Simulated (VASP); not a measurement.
Band structure of Ga (space group Cmce). Computed with PBE GGA, VASP's PBE PAW potentials (set 64) (plane waves; VASP 6.6.1).

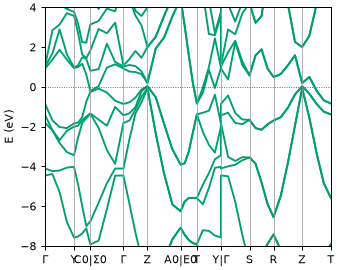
*Bands along high-symmetry lines, zero at the valence-band maximum or, without a gap, the Fermi level*

**Question.** Read the plot: is there a gap, and where are the band edges?

**Answer.** It has no gap at this level: it comes out as a metal or semimetal.

The structure comes from a computed database's Ga entry; how it stands against other phases isn't given here. The cell was not relaxed at this level.
